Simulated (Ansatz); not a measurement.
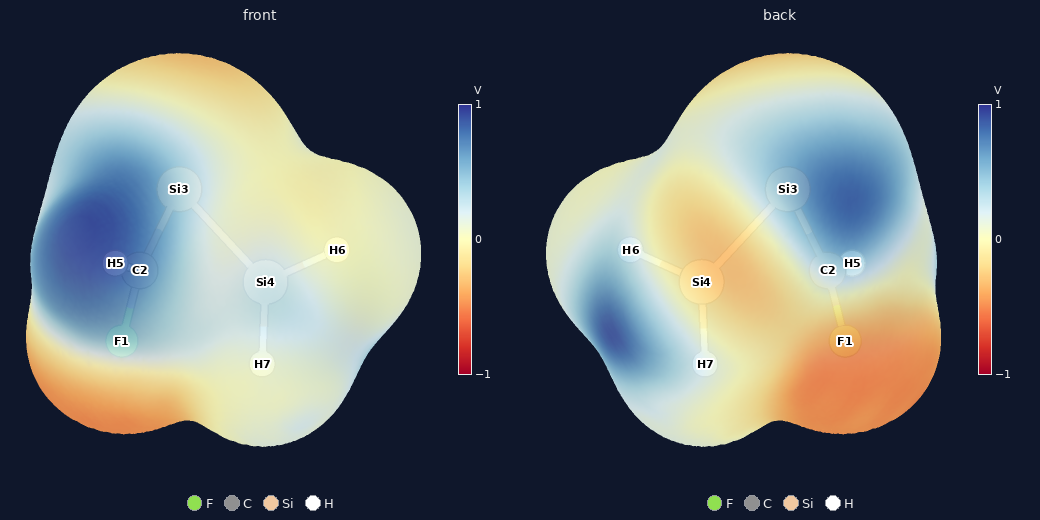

Figure 1: CH3FSi2 (SMILES FC=[Si]=[SiH2]). The electrostatic potential painted on the density surface at 0.001 e/bohr³, seen from the front and from behind; red is negative and blue positive.

Geometry: PBE0-D4/def2-TZVP.

Method: RKS PBE0-D4/def2-TZVPP (Ansatz).

```xyz
7

F     0.1113   -1.7810    0.2316
C     0.7608   -0.6400    0.5534
Si    0.2379    0.7474    1.6122
Si   -0.9111    0.6930   -0.3059
H     1.8035   -0.7351    0.2374
H    -0.8673    2.0353   -0.9619
H    -1.1350   -0.3197   -1.3669
```

Which sites attract a positive test charge, and which a negative one?

A positive charge is drawn to the negative regions and a negative charge to the positive ones. The most negative region (about −0.5 V, or −12 kcal/mol for a unit charge) lies over F1, the most positive (about +0.9 V, or +21 kcal/mol for a unit charge) over Si4 and H5.
